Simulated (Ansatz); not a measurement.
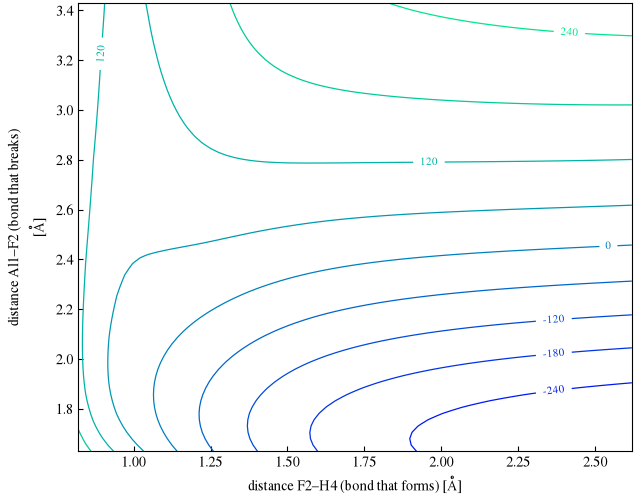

Energy landscape of the reacting system AlFH3NO (fragments AlFH₃NO where the first distance is long, AlH₂NO + FH where the second is long). First axis: distance F2–H4 (bond that forms). Second axis: distance Al1–F2 (bond that breaks). Relaxed at each point: all other coordinates. The scan uses an 11 × 11 grid. Points are written as (first, second). Energies are in kJ/mol, from a guessed transition structure relaxed with its forming and breaking bonds held. The reference is spin-restricted, so regions where a bond is pulled apart into radicals lie too high. Level of theory: RKS PBE0-D4/def2-SVP in Ansatz.

Drawn: contour lines labelled in kJ/mol. Between grid points the surface is interpolated. 

> What does the map say about the system?

The lowest grid point is at (2.619 Å, 1.629 Å), −297 kJ/mol from a guessed transition structure relaxed with its forming and breaking bonds held. It lies at the edge of the scanned range, so the true minimum may lie outside. The highest grid point, (2.619 Å, 3.429 Å), lies 560 kJ/mol above the lowest.

Grid values (kJ/mol):

| second ↓, first → | 0.819 | 0.920 | 1.060 | 1.219 | 1.392 | 1.576 | 1.770 | 1.972 | 2.181 | 2.397 | 2.619 |
| --- | --- | --- | --- | --- | --- | --- | --- | --- | --- | --- | --- |
| 3.429 | 171 | 116 | 124 | 160 | 194 | 220 | 236 | 247 | 254 | 260 | 263 |
| 3.207 | 168 | 112 | 117 | 148 | 176 | 194 | 205 | 212 | 217 | 220 | 222 |
| 2.991 | 164 | 106 | 107 | 132 | 151 | 161 | 166 | 169 | 171 | 172 | 173 |
| 2.782 | 158 | 99 | 94 | 109 | 118 | 119 | 118 | 118 | 117 | 116 | 114 |
| 2.580 | 151 | 89 | 77 | 80 | 76 | 69 | 63 | 58 | 54 | 50 | 46 |
| 2.386 | 143 | 77 | 56 | 45 | 29 | 13 | 0 | −10 | −17 | −23 | −29 |
| 2.202 | 137 | 66 | 33 | 7 | −22 | −47 | −67 | −81 | −92 | −101 | −109 |
| 2.029 | 135 | 58 | 12 | −30 | −72 | −107 | −133 | −152 | −167 | −178 | −187 |
| 1.870 | 145 | 62 | 2 | −56 | −111 | −155 | −188 | −212 | −229 | −243 | −253 |
| 1.730 | 177 | 87 | 13 | −61 | −128 | −180 | −218 | −246 | −266 | −281 | −292 |
| 1.629 | 226 | 131 | 45 | −40 | −116 | −174 | −217 | −247 | −269 | −285 | −297 |

Time for the 121 points that were run: 27 min on 1 thread of Arm Neoverse V1, with other jobs on the host.
